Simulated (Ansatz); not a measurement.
The calculation's input:

```
crystal:
  periodic: [false, false, false]
  atoms:
    - symbol: C
      position_ang: [-0.678126, 1.889066, 1.046525]
    - symbol: F
      position_ang: [-0.915677, 2.261271, -2.266493]
    - symbol: Ge
      position_ang: [-2.515053, 1.843148, 0.359372]
    - symbol: Ge
      position_ang: [-2.555907, 2.854418, -1.954524]
    - symbol: H
      position_ang: [-0.548142, 1.181812, 1.877669]
    - symbol: H
      position_ang: [-0.425991, 2.899503, 1.398532]
    - symbol: H
      position_ang: [0.004459, 1.621828, 0.227522]
    - symbol: H
      position_ang: [-3.502556, 2.473489, 1.371060]
    - symbol: H
      position_ang: [-2.949546, 0.362250, 0.189020]
basis:
  gaussian: {orbitals: def2-TZVPD}
hamiltonian: {xc: {name: PBE0}}
output: {forces: true, orbitals: {seedname: orbitals}}
```

Launched as:

```sh
ansatz run input.yaml --threads 2 --pin off --max-ram 4350MiB --events-out events.jsonl --progress --plain --runs-dir runs
```

Geometry: PBE0-D3(BJ)/def2-SVP.

Computed with Ansatz, isolated molecule in a Gaussian basis; Kohn-Sham density functional theory, functional PBE0.

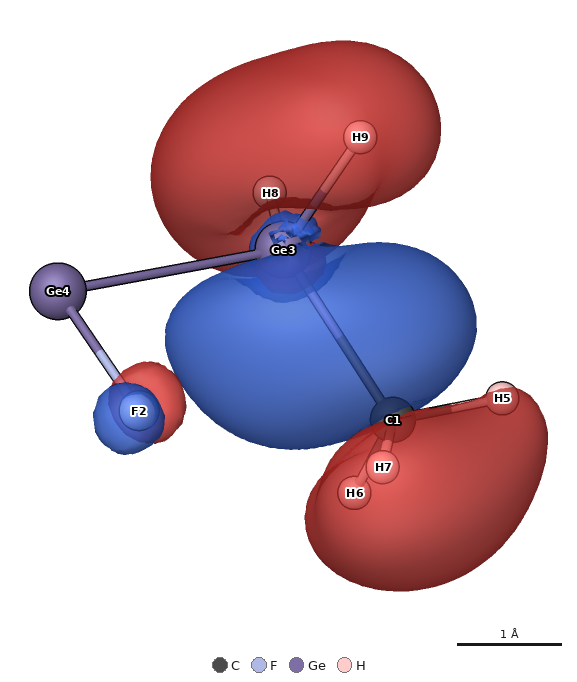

CH₅FGe₂ (SMILES [CH3][GeH2][Ge][F]). The HOMO−1 at ±0.08 Å⁻³ᐟ² (blue and red are the two phases), seen at a tilt.

### What is the character of this orbital?

By Hirshfeld shares it lies mainly on C1 (about 35 %), Ge3 (about 30 %), H8 (about 10 %) and H9 (about 5 %). Its energy is −8.86 eV.
